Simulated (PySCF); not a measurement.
**C6H4S2, SMILES `c1csc2ccsc12`: what the electrons do**

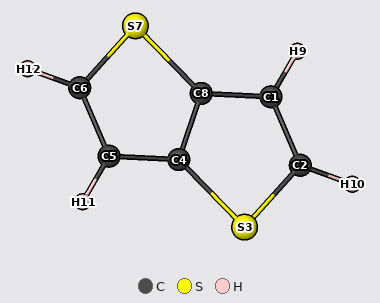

The molecule, with its atoms numbered as below. No frequency check shows the geometry to be a minimum.

Cartesian coordinates (Å):

```
C1      -0.8960   -1.5684    0.0000
C2      -2.0785   -0.9035    0.0000
S3      -1.9106    0.8209    0.0000
C4      -0.1898    0.6681    0.0000
C5       0.8960    1.5684    0.0000
C6       2.0785    0.9035    0.0000
S7       1.9106   -0.8209    0.0000
C8       0.1898   -0.6681    0.0000
H9      -0.8001   -2.6382    0.0000
H10     -3.0662   -1.3199    0.0000
H11      0.8001    2.6382    0.0000
H12      3.0662    1.3199    0.0000
```

## 1. Bonding charge

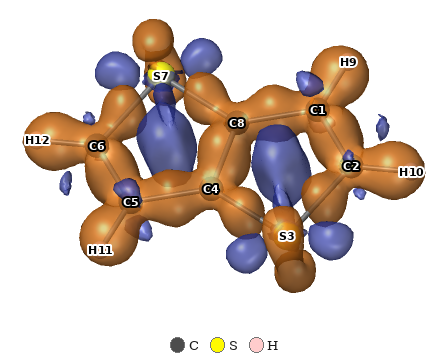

Deformation density (molecule less spherical, spin-averaged free atoms at the same positions), surfaces at ±0.1 e/Å³; orange: gain, blue: loss.

Computed with PySCF, HF/6-31G*, geometry: GFN2-xTB.

Question: Describe the bonding that the map shows.

Answer: C1–C2 and C5–C6: +0.74 e/Å³ at the bond critical point (bond length 1.36 Å, Mayer order 1.7). C4–C8: +0.72 e/Å³ at the bond critical point (bond length 1.39 Å, Mayer order 1.5). C2–H10 and C6–H12: +0.70 e/Å³ at the bond critical point (bond length 1.07 Å, Mayer order 0.9). C1–H9 and C5–H11: +0.69 e/Å³ at the bond critical point (bond length 1.07 Å, Mayer order 0.9). C4–C5 and C1–C8: +0.66 e/Å³ at the bond critical point (bond length 1.41 Å, Mayer order 1.2). C2–S3 and C6–S7: +0.37 e/Å³ at the bond critical point (bond length 1.73 Å, Mayer order 1.1). S3–C4 and S7–C8: +0.35 e/Å³ at the bond critical point (bond length 1.73 Å, Mayer order 1.1). In all, 3.1 electrons gather in the regions of gain relative to the promolecule.

Question: Where do the Hirshfeld charges lie?

Answer: The highest Hirshfeld charge is on H9 and H11 (+0.07 e), the lowest on C2 and C6 (−0.07 e).

## 2. Bond critical points

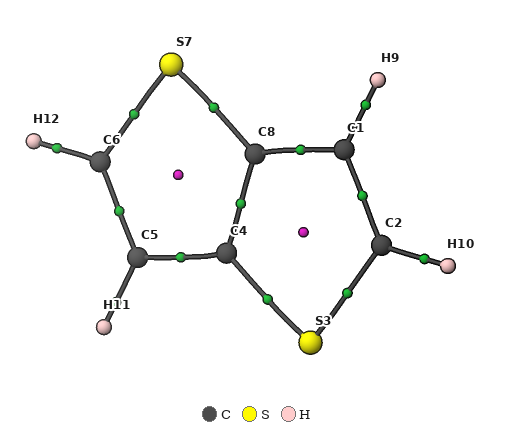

Molecular graph of the electron density (QTAIM): bond paths, bond critical points (green), ring points (magenta, if any); weak paths are dashed.

Question: How many critical points of each kind are there, and does the count close?

Answer: 12 nuclei, 13 bond, 2 ring and 0 cage critical points: 12 − 13 + 2 − 0 = 1, as the Poincaré–Hopf relation requires.

Question: Give the properties at the bond critical points.

Answer:
| bond | length (Å) | ρ (a.u.) | ∇²ρ (a.u.) | ε | H (a.u.) |
| --- | --- | --- | --- | --- | --- |
| C1–C2 (2 alike) | 1.357 | 0.338 | −1.03 | 0.40 | −0.380 |
| C4–C8 | 1.389 | 0.326 | −0.95 | 0.33 | −0.347 |
| C4–C5 (2 alike) | 1.410 | 0.310 | −0.93 | 0.17 | −0.318 |
| C2–H10 (2 alike) | 1.072 | 0.289 | −1.10 | 0.03 | −0.308 |
| C1–H9 (2 alike) | 1.074 | 0.287 | −1.08 | 0.02 | −0.302 |
| C2–S3 (2 alike) | 1.733 | 0.217 | −0.50 | 0.24 | −0.185 |
| S3–C4 (2 alike) | 1.728 | 0.217 | −0.51 | 0.24 | −0.192 |

Question: What kind of interaction is S3–C4?

Answer: Shared-shell (covalent): ρ = 0.217, ∇²ρ = −0.51, H = −0.192 a.u. Its ellipticity of 0.24 shows that the density isn't cylindrical about the bond.

## 3. Electrostatic potential

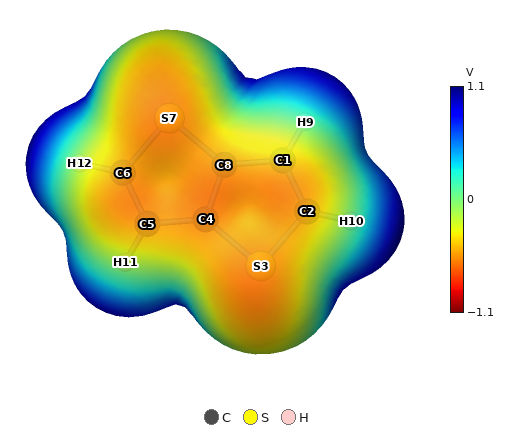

Electrostatic potential on the surface of electron density 0.001 a.u.

Question: Where are the extremes of the potential on the surface?

Answer: Highest: 1.05 V, 1.3 Å from H10. Further maxima include 0.92 V, 1.3 Å from H9, and at like points elsewhere. Lowest: −0.64 V, off the C4–C8 bond (2.1 to 2.2 Å from its atoms), and at like points elsewhere. The surface is sampled at points, so like sites can differ by a few per cent and only the strongest of them is named.

## 4. Removing or adding an electron

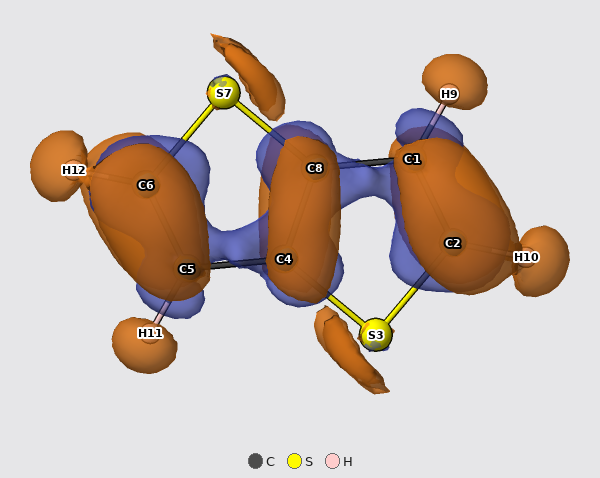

Fukui function f⁻ = ρ(N) − ρ(N−1) at fixed geometry, surfaces at ±0.015 e/Å³ (orange positive, blue negative).

PySCF calculation, PBE0/6-31+G*, gas phase; geometry: GFN2-xTB.

Question: On which atoms does the density change most on removal of an electron?

Answer: f⁻ (Hirshfeld-condensed) is largest on S3 and S7 (0.14 each), C2 and C6 (0.13 each) and C1 and C5 (0.08 each); the vertical ionisation energy is 8.06 eV (the stability of the cation's solution wasn't checked). Condensed values hint at sites of electrophilic attack but needn't mark the atom that reacts. Shares this close don't rank the sites. Orbital relaxation makes it negative in places (0.18 e in all).

```tsv
atom	f⁻	charge
C1	+0.08	−0.08
C2	+0.13	−0.08
S3	+0.14	+0.10
C4	+0.06	−0.06
C5	+0.08	−0.08
C6	+0.13	−0.08
S7	+0.14	+0.10
C8	+0.06	−0.06
H9	+0.04	+0.07
H10	+0.05	+0.06
H11	+0.04	+0.07
H12	+0.05	+0.06
```

The PySCF runs shown took 3.9 s and 2.4 min on 1 thread of AMD EPYC 7R43 64-Core Processor (Zen 3), with other jobs on the host.
